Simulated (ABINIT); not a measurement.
**Quasiparticle gap of AlN (P6_3mc) in ABINIT**

How does a plane-wave GW calculation on AlN (P6_3mc) run from the first input to the gap?

Calculated with ABINIT 10.8.3; PBE and many-body steps on it, plane waves.

The database entry behind the starting cell differs from later determinations by our own check (inner coordinate u about 0.002 short), so it need not match the best structure at ambient conditions.

## Step 1: Starting point

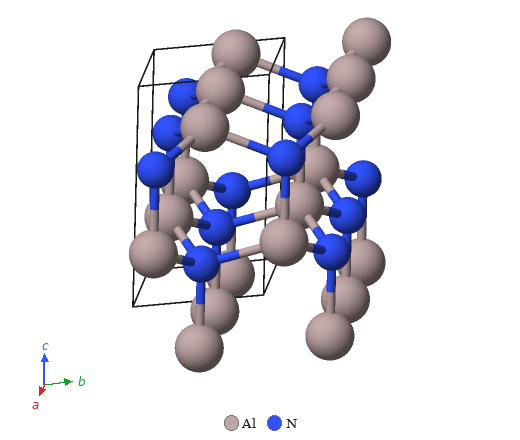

The cell as given, slightly off an axis (aluminium light grey, nitrogen blue). 3×2×1 cells are drawn. Some periodic images of atoms are drawn too.

The cell and positions come from the Crystallography Open Database and are kept as given unless a step says otherwise.

## Step 2: Ground state

This step: ABINIT 10.8.3; DFT, PBE, plane waves, norm-conserving pseudopotentials.

The ground-state density comes first.

run.abi

```
acell 3*1.0 Angstrom
rprim 
  3.113000000011 -0.000000000003 0.000000000000
  -1.556500000003 2.695937081992 0.000000000000
  0.000000000000 0.000000000000 4.981000000000
ntypat 2
znucl 13 7
natom 4
typat 1 1 2 2
xred 
  0.333333333333 0.666666666667 0.000000000000
  0.666666666667 0.333333333333 0.500000000000
  0.333333333333 0.666666666667 0.380000000000
  0.666666666667 0.333333333333 0.880000000000
pp_dirpath "pseudos"
pseudos "Al.upf, N.upf"
ecut 36
ngkpt 6 6 4
nshiftk 1
shiftk 0 0 0
kptopt 1
chksymbreak 0
nband 14
occopt 1
tolvrs 1e-10
nstep 60
prtwf 0
optforces 0
optstress 0
indata_prefix "in"
outdata_prefix "out"
tmpdata_prefix "tmp"
```

Command:

```
$ OMP_NUM_THREADS=1 mpirun -n 8 abinit run.abi > log
```

Numbers of over 12 decimals in the logs are rounded to 6 here.

Log:

```text
.Version 10.8.3 of ABINIT. v10.8.2 released Aug 2026.

 Symmetries : space group P6_3 m c (#186); Bravais hP (primitive hexag.)
================================================================================
 Values of the parameters that define the memory need of the present run
     intxc =       0    ionmov =       0      iscf =       7    lmnmax =       6
     lnmax =       6     mgfft =      54  mpssoang =       3    mqgrid =    3001
     natom =       4  nloc_mem =       1    nspden =       1   nspinor =       1
    nsppol =       1      nsym =      12    n1xccc =    2501    ntypat =       2
    occopt =       1   xclevel =       2
-    mband =          14        mffmem =           1         mkmem =           3
       mpw =        2934          nfft =       55296          nkpt =          21
================================================================================
  Rough estimation (10% accuracy) of disk space for files :
================================================================================

--------------------------------------------------------------------------------
------------- Echo of variables that govern the present computation ------------
--------------------------------------------------------------------------------
 -outvars: echo values of preprocessed input variables --------
            acell      1.8897261259E+00  1.8897261259E+00  1.8897261259E+00 Bohr

      chksymbreak           0
             ecut      3.60000000E+01 Hartree
-          fftalg         312

              ixc     -101130
              kpt      0.00000000E+00  0.00000000E+00  0.00000000E+00
                       1.66666667E-01  0.00000000E+00  0.00000000E+00
                       3.33333333E-01  0.00000000E+00  0.00000000E+00
                       5.00000000E-01  0.00000000E+00  0.00000000E+00
                       1.66666667E-01  1.66666667E-01  0.00000000E+00
                       3.33333333E-01  1.66666667E-01  0.00000000E+00
                       3.33333333E-01  3.33333333E-01  0.00000000E+00
                       0.00000000E+00  0.00000000E+00  2.50000000E-01
                       1.66666667E-01  0.00000000E+00  2.50000000E-01
   [... 10 further rows ...]
                       3.33333333E-01  1.66666667E-01  5.00000000E-01
                       3.33333333E-01  3.33333333E-01  5.00000000E-01
         kptrlatt        6    0    0      0    6    0      0    0    4
          kptrlen      3.52963046E+01
P           mkmem           3
            natom           4
            nband          14
            ngfft          32      32      54
             nkpt          21
            nstep          60
             nsym          12
           ntypat           2
              occ      2.000000  2.000000  2.000000  2.000000  2.000000  2.000000
                       2.000000  2.000000  0.000000  0.000000  0.000000  0.000000
                       0.000000  0.000000
        optforces           0
        optstress           0
            prtwf           0
            rprim      3.1130000000E+00 -3.0000000000E-12  0.0000000000E+00
[...]
spgroup         186

           tolvrs      1.00000000E-10

             xred      3.3333333333E-01  6.6666666667E-01  1.1102230246E-16
[...]
znucl       13.00000    7.00000

================================================================================

 chkinp: Checking input parameters for consistency.

================================================================================
== DATASET  1 ==================================================================
-   mpi_nproc: 8, omp_nthreads: 1 (-1 if OMP is not activated)

--- !DatasetInfo
iteration_state: {dtset: 1, }
dimensions: {natom: 4, nkpt: 21, mband: 14, nsppol: 1, nspinor: 1, nspden: 1, mpw: 2934, }
cutoff_energies: {ecut:  36.0, pawecutdg:  -1.0, }
electrons: {nelect:   1.60000000E+01, charge:   0.00000000E+00, occopt:   1.00000000E+00, tsmear:   1.00000000E-02, }

 Real(R)+Recip(G) space primitive vectors, cartesian coordinates (Bohr,Bohr^-1):
 R(1)=  5.8827174  0.0000000  0.0000000  G(1)=  0.1699895  0.0981435  0.0000000
 R(2)= -2.9413587  5.0945827  0.0000000  G(2)=  0.0000000  0.1962869  0.0000000
 R(3)=  0.0000000  0.0000000  9.4127258  G(3)=  0.0000000  0.0000000  0.1062392
 Unit cell volume ucvol=  2.8209931E+02 bohr^3
 Angles (23,13,12)=  9.00000000E+01  9.00000000E+01  1.20000000E+02 degrees

 getcut: wavevector=  0.0000  0.0000  0.0000  ngfft=  32  32  54
         ecut(hartree)=     36.000   => boxcut(ratio)=   2.01398

--- Pseudopotential description ------------------------------------------------
- Al Generated using ONCVPSP code by D. R. Hamann
- 13.00000   3.00000  171031                  znucl, zion, pspdat
12 -101130 2 -1 1876                          pspcod,pspxc,lmax,lloc,mmax
     nproj     2     2     2
  pspatm : epsatm=    4.08140545
         --- l  ekb(1:nproj) -->
[...]
pspatm: atomic psp has been read  and splines computed

- N Generated using ONCVPSP code by D. R. Hamann
-  7.00000   5.00000  171031                  znucl, zion, pspdat
12 -101130 1 -1 1058                          pspcod,pspxc,lmax,lloc,mmax
     nproj     2     2     0
  pspatm : epsatm=    5.20977870
         --- l  ekb(1:nproj) -->
[...]
pspatm: atomic psp has been read  and splines computed

   2.97317893E+02                                ecore*ucvol(ha*bohr**3)
--------------------------------------------------------------------------------

_setup2: Arith. and geom. avg. npw (full set) are    2910.285    2910.260

================================================================================

--- !BeginCycle
iteration_state: {dtset: 1, }
solver: {iscf: 7, nstep: 60, nline: 4, wfoptalg: 0, }
tolerances: {tolvrs: 1.00E-10, }

     iter   Etot(hartree)      deltaE(h)  residm     vres2
 ETOT  1  -25.271539827214    -2.527E+01 6.107E-02 8.448E+02
 ETOT  2  -25.352258701810    -8.072E-02 1.435E-02 6.550E+02
 ETOT  3  -25.587401781115    -2.351E-01 2.152E-02 9.364E-01
 ETOT  4  -25.588085893888    -6.841E-04 8.287E-03 1.660E-02
 ETOT  5  -25.588088186692    -2.293E-06 3.580E-03 1.904E-03
 ETOT  6  -25.588088419180    -2.325E-07 1.893E-03 2.744E-05
 ETOT  7  -25.588088426564    -7.385E-09 1.489E-03 4.553E-06
 ETOT  8  -25.588088428187    -1.623E-09 1.240E-03 2.558E-08
 ETOT  9  -25.588088428195    -7.343E-12 2.108E-03 7.436E-10
 ETOT 10  -25.588088428195    -3.801E-13 1.204E-03 6.679E-11

 At SCF step   10       vres2   =  6.68E-11 < tolvrs=  1.00E-10 =>converged.

--- !ResultsGS
iteration_state: {dtset: 1, }
comment   : Summary of ground state results
lattice_vectors:
- [  5.8827174,  -0.0000000,   0.0000000, ]
- [ -2.9413587,   5.0945827,   0.0000000, ]
- [  0.0000000,   0.0000000,   9.4127258, ]
lattice_lengths: [   5.88272,    5.88272,    9.41273, ]
lattice_angles: [ 90.000,  90.000, 120.000, ] # degrees, (23, 13, 12)
lattice_volume:   2.8209931E+02
convergence: {deltae: -3.801E-13, res2:  6.679E-11, residm:  1.204E-03, diffor:  0.000E+00, }
etotal    :  -2.55880884E+01
entropy   :   0.00000000E+00
fermie    :   1.95302428E-01
cartesian_stress_tensor: null
pressure_GPa: null
xred      :
- [  3.3333E-01,   6.6667E-01,   1.1102E-16, Al]
- [  6.6667E-01,   3.3333E-01,   5.0000E-01, Al]
- [  3.3333E-01,   6.6667E-01,   3.8000E-01,  N]
- [  6.6667E-01,   3.3333E-01,   8.8000E-01,  N]
cartesian_forces: null
force_length_stats: {min: null, max: null, mean: null, }

 Integrated electronic density in atomic spheres:
 ------------------------------------------------
 Atom  Sphere_radius  Integrated_density
[...]
4        2.00000          5.37790308
================================================================================

 ----iterations are completed or convergence reached----

 Mean square residual over all n,k,spin=   65.436E-07; max=  12.038E-04
 reduced coordinates (array xred) for    4 atoms
       0.333333333333      0.666666666667      0.000000000000
       0.666666666667      0.333333333333      0.500000000000
       0.333333333333      0.666666666667      0.380000000000
       0.666666666667      0.333333333333      0.880000000000
 rms dE/dt=  0.0000E+00; max dE/dt=  0.0000E+00; dE/dt below (all hartree)
    1       0.000000000000      0.000000000000      0.000000000000
    2       0.000000000000      0.000000000000      0.000000000000
    3       0.000000000000      0.000000000000      0.000000000000
    4       0.000000000000      0.000000000000      0.000000000000

 cartesian coordinates (angstrom) at end:
    1      1.67e-12     1.797291     0.000000
    2      1.556500     0.898646     2.490500
    3      1.67e-12     1.797291     1.892780
    4      1.556500     0.898646     4.383280
 length scales=  1.889726125908  1.889726125908  1.889726125908 bohr
              =  1.000000000000  1.000000000000  1.000000000000 angstroms
 prteigrs : about to open file out_EIG
 Fermi (or HOMO) energy (hartree) =   0.19530   Average Vxc (hartree)=  -0.39340
 Eigenvalues (hartree) for nkpt=  21  k points:
 kpt#   1, nband= 14, wtk=  0.00694, kpt=  0.0000  0.0000  0.0000 (reduced coord)
  -0.36127   -0.28223   -0.02425    0.16476    0.16476    0.18869    0.18869    0.19530
   0.35040    0.44063    0.58456    0.60656    0.60656    0.67969
 prteigrs : prtvol=0 or 1, do not print more k-points.

--- !EnergyTerms
iteration_state     : {dtset: 1, }
comment             : Components of total free energy in Hartree
kinetic             :  1.63754067525995E+01
hartree             :  5.68913969397581E+00
xc                  : -8.49822455014150E+00
Ewald energy        : -2.17432241271520E+01
psp_core            :  1.05394762412788E+00
local_psp           : -1.71233917846282E+01
non_local_psp       : -1.34174203697657E+00
total_energy        : -2.55880884281950E+01
total_energy_eV     : -6.96287357515931E+02
band_energy         :  5.39239397944705E-02

== END DATASET(S) ==============================================================
================================================================================

 -outvars: echo values of variables after computation  --------
           etotal     -2.5588088428E+01
            nband          14
             nkpt          21
          spgroup         186
 [... the other variables as echoed above ...]

 Calculation completed.
```

Elapsed: 3.9 s, on 8 MPI ranks of Intel Xeon 6975P-C (Granite Rapids), shared host; peak memory 0.61 GiB.

This step gave:

```yaml
total_energy: -696.2874 eV
gap: 4.220 eV
k_of_the_valence_top: 0, 0, 0
k_of_the_conduction_bottom: 0, 0, 0
least_direct_gap: 4.220 eV
```

The gap is direct, at Γ.

(Continued in part 2 of 3.)

[Paths, hosts, dates, memory and timing lines, banners, echoed tables and standing remarks are left out of the program output.]

[Logs are printed without paths, hosts, clocks, repeated set-up lines and the standing remarks that a program may print on its own settings, such as how far it seeks lower states.]

[Runs of the session that timed out or met a known fault of the program may be left out.]

[Hosts, paths, dates, database ids (printed as entryN), source tags and the programs' standing remarks are cut or masked in the printed files.]

[G0W0 gaps are taken among the corrected bands and points alone; a level outside them can change the order at an edge.]

[Where Ansatz stands beside ABINIT at settings called matched, ABINIT's density can come from a denser mesh and the files from another edition; pairs whose starting gaps differed by over 0.03 eV were left out, so agreement reads better than it is.]
